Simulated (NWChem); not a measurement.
# triplet C2H6Se at 4 levels

Wanted: a comparison of 4 runs (UB3LYP/cc-pVDZ, UBHLYP/cc-pVDZ, UM06-2X/cc-pVDZ, UPBE0/cc-pVDZ) of triplet C2H6Se. 

The results are computed with NWChem 7.3.0.

**1. Starting point**

C2H6Se has 9 atoms, charge 0, and is taken as a triplet. SMILES of the parent species: `C[Se]C`. The shape is that of a PBE0-D4/def2-TZVP optimisation. That shape belongs to the parent species and isn't relaxed for this state.

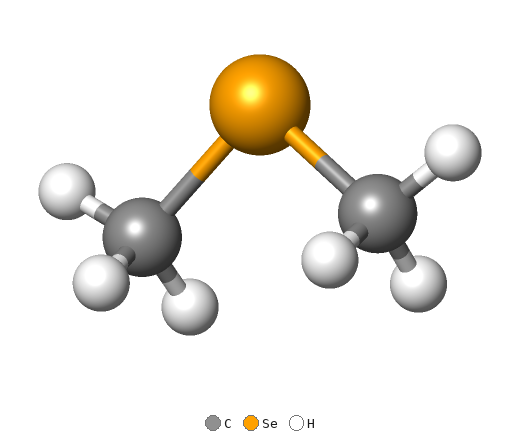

The structure, seen from a chosen angle (carbon grey, selenium orange, hydrogen white).

**2. The energy at UB3LYP/cc-pVDZ (run 1)**

Input file geom.xyz:

```xyz
9
C2H6Se B3LYP
C     -0.594400     0.668400    -1.138000
Se     1.137100     0.569700    -0.268200
C      0.625700    -0.672800     1.131400
H     -0.892600    -0.313800    -1.503200
H     -0.489400     1.349300    -1.982000
H     -1.343000     1.060700    -0.450400
H     -0.158200    -0.242200     1.753800
H      0.291600    -1.615500     0.699100
H      1.511500    -0.850200     1.740300
```

Input file geom.nw:

```
start geom
title "C2H6Se B3LYP"
memory 2200 mb
geometry units angstroms noautosym nocenter noautoz
load geom.xyz
end
basis "ao basis" spherical bse
* library cc-pVDZ
end
dft
xc b3lyp
mult 3
grid xfine
convergence energy 1e-08
maxiter 100
mulliken
print low
end
task dft energy
```

The run is started by

```bash
$ nwchem geom.nw > geom.out
```

Output:

```text
[...]
 d= 0,ls=0.0,diis     1  -2481.1731218326 -2.67D+03  8.53D-03  7.78D-02    10.1
[...]
 d= 0,ls=0.0,diis    10  -2481.2094255390 -3.49D-09  1.83D-06  1.12D-09    85.9
[...]
         Total DFT energy =    -2481.209425539043
      One electron energy =    -3820.552256473513
           Coulomb energy =     1252.550866113188
    Exchange-Corr. energy =     -100.276948285891
 Nuclear repulsion energy =      187.068913107172
[...]
      Total Density - Mulliken Population Analysis
     ---------------------------------------------
    Atom       Charge   Shell Charges
 -----------   ------   -------------------------------------------------------
    1 C    6     6.15   2.01  0.68  0.43  2.08  0.92  0.03
    2 Se  34    33.90   2.00  2.00  2.02  1.11  0.77  6.00  6.01  2.03  1.77  9.94  0.24
    3 C    6     6.15   2.01  0.68  0.43  2.08  0.92  0.03
    4 H    1     0.97   0.73  0.20  0.03
    5 H    1     0.97   0.74  0.20  0.03
    6 H    1     0.97   0.73  0.20  0.03
    7 H    1     0.97   0.73  0.20  0.03
    8 H    1     0.97   0.73  0.20  0.03
    9 H    1     0.97   0.74  0.20  0.03
[...]
      <S2> =      2.0027 (Exact =     2.0000)
[...]
```

Run time: 87 s. Hardware: 1 thread of Intel Xeon 6975P-C (Granite Rapids), shared host; peak memory 0.14 GiB.

**3. A single-point energy at UBHLYP/cc-pVDZ (run 2)**

Input file a.nw:

```
start a
memory stack 880 mb heap 220 mb global 1100 mb
charge 0
geometry units angstrom noautosym nocenter noautoz
   C    -0.594400    0.668400   -1.138000
   Se    1.137100    0.569700   -0.268200
   C     0.625700   -0.672800    1.131400
   H    -0.892600   -0.313800   -1.503200
   H    -0.489400    1.349300   -1.982000
   H    -1.343000    1.060700   -0.450400
   H    -0.158200   -0.242200    1.753800
   H     0.291600   -1.615500    0.699100
   H     1.511500   -0.850200    1.740300
end
basis spherical bse
   * library cc-pVDZ
end
dft
   xc bhlyp
   mult 3
   grid xfine
   convergence energy 1e-08
   iterations 100
   mulliken
   print low
end
task dft
```

The run is started by

```bash
$ nwchem a.nw > a.out
```

Output:

```text
[...]
 d= 0,ls=0.0,diis     1  -2481.0620652840 -2.67D+03  7.18D-03  5.38D-02     9.3
[...]
 d= 0,ls=0.0,diis    11  -2481.0987062207 -1.71D-09  2.17D-07  6.86D-11    87.3
[...]
         Total DFT energy =    -2481.098706220667
      One electron energy =    -3820.843686676269
           Coulomb energy =     1252.880348384494
    Exchange-Corr. energy =     -100.204281036065
 Nuclear repulsion energy =      187.068913107172
[...]
      Total Density - Mulliken Population Analysis
     ---------------------------------------------
    Atom       Charge   Shell Charges
 -----------   ------   -------------------------------------------------------
    1 C    6     6.20   2.01  0.67  0.45  2.05  0.98  0.04
    2 Se  34    33.88   2.00  2.00  2.02  1.08  0.79  6.00  6.01  2.02  1.78  9.95  0.24
    3 C    6     6.20   2.01  0.67  0.45  2.05  0.98  0.04
    4 H    1     0.96   0.74  0.19  0.03
    5 H    1     0.95   0.74  0.19  0.03
    6 H    1     0.96   0.74  0.19  0.03
    7 H    1     0.96   0.74  0.19  0.03
    8 H    1     0.96   0.74  0.19  0.03
    9 H    1     0.95   0.74  0.19  0.03
[...]
      <S2> =      2.0068 (Exact =     2.0000)
[...]
```

Run time: 88 s. Hardware: 1 thread of Intel Xeon 6975P-C (Granite Rapids), shared host; peak memory 0.14 GiB.

Run 3 isn't shown in full; the table further down has it.

**4. A single-point energy at UPBE0/cc-pVDZ (run 4)**

Input file mymol.nw:

```
start mymol
title "C2H6Se PBE0"
memory stack 880 mb heap 220 mb global 1100 mb
charge 0

geometry noautosym nocenter noautoz
  C       -0.594400       0.668400      -1.138000
  Se       1.137100       0.569700      -0.268200
  C        0.625700      -0.672800       1.131400
  H       -0.892600      -0.313800      -1.503200
  H       -0.489400       1.349300      -1.982000
  H       -1.343000       1.060700      -0.450400
  H       -0.158200      -0.242200       1.753800
  H        0.291600      -1.615500       0.699100
  H        1.511500      -0.850200       1.740300
end

basis "ao basis" spherical bse
  * library cc-pVDZ
end

dft
  xc pbe0
  mult 3
  grid xfine
  convergence energy 1e-08
  maxiter 100
  mulliken
end

task dft energy
```

The run is started by

```bash
$ nwchem mymol.nw > mymol.out
```

Output:

```text
[...]
          Wavefunction type:  spin polarized.
          No. of atoms     :     9
          No. of electrons :    52
[...]
          Charge           :     0
          Spin multiplicity:     3
[...]
          AO basis - number of functions:    85
[...]
              XC Information
              --------------
                         PBE0 Method XC Functional
                     Hartree-Fock (Exact) Exchange  0.250
          PerdewBurkeErnzerhof Exchange Functional  0.750
            Perdew 1991 LDA Correlation Functional  1.000 local
           PerdewBurkeErnz. Correlation Functional  1.000 non-local
[...]
 d= 0,ls=0.0,diis     1  -2480.7563198466 -2.67D+03  8.95D-03  6.41D-02     9.7
[...]
 d= 0,ls=0.0,diis    10  -2480.7892140506 -4.97D-09  1.56D-06  7.36D-10    82.5
[...]
         Total DFT energy =    -2480.789214050628
      One electron energy =    -3820.673573628916
           Coulomb energy =     1252.674849201071
    Exchange-Corr. energy =      -99.859402729954
 Nuclear repulsion energy =      187.068913107172
[...]
      Total Density - Mulliken Population Analysis
     ---------------------------------------------
    Atom       Charge   Shell Charges
 -----------   ------   -------------------------------------------------------
    1 C    6     6.24   2.01  0.66  0.48  2.06  0.99  0.03
    2 Se  34    33.90   2.00  2.00  2.02  1.08  0.80  6.00  6.01  2.02  1.78  9.94  0.25
    3 C    6     6.24   2.01  0.66  0.48  2.06  0.99  0.03
    4 H    1     0.94   0.73  0.18  0.03
    5 H    1     0.94   0.73  0.17  0.03
    6 H    1     0.94   0.73  0.18  0.03
    7 H    1     0.94   0.73  0.18  0.03
    8 H    1     0.94   0.73  0.18  0.03
    9 H    1     0.94   0.73  0.17  0.03
[...]
      <S2> =      2.0035 (Exact =     2.0000)
[...]
```

It took 83 s on 1 thread of Intel Xeon 6975P-C (Granite Rapids), shared host; peak memory 0.14 GiB.

**5. All runs side by side**

| run | level | energy (Eh) | ⟨S²⟩ | wall time |
| --- | --- | --- | --- | --- |
| 1 | UB3LYP/cc-pVDZ | -2481.209426 | 2.003 | 87 s |
| 2 | UBHLYP/cc-pVDZ | -2481.098706 | 2.007 | 88 s |
| 3 | UM06-2X/cc-pVDZ | -2481.151565 | 2.005 | 1.8 min |
| 4 | UPBE0/cc-pVDZ | -2480.789214 | 2.003 | 83 s |

**6. What came out**

```
                                 quantity           value
                      run 4: total energy  -2480.78921 Eh
                     run 4: dipole moment          1.06 D
run 4: HOMO energy (highest over α and β)        -1.56 eV
                              run 4: ⟨S²⟩           2.003
```

In words: Totals of different functionals can't be ranked against each other. All runs together took 6.1 min, the longest 1.8 min.
